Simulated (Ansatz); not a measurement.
Take BN in the zinc blende structure (space group F-43m, No. 216; a = 3.624 Å) as the base.

One thing is altered: a hydrostatic pressure of 7.5 GPa.

Method: DFT with PBE, PAW potentials and a 420 eV plane-wave cutoff in Ansatz (a first-principles code), scalar-relativistic without spin-orbit coupling, earlier PAW set.

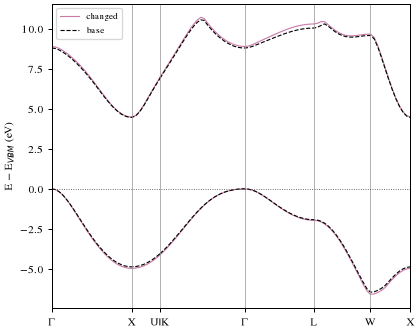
*Highest valence and lowest conduction band along the path, each from its own valence-band maximum*

The gap is 4.48 eV, indirect, Γ → X; the base has 4.46 eV.

Load acts through the strain it causes; cell and atoms are relaxed under it. Stability against distortions was not tested. No other phases were tried under pressure.
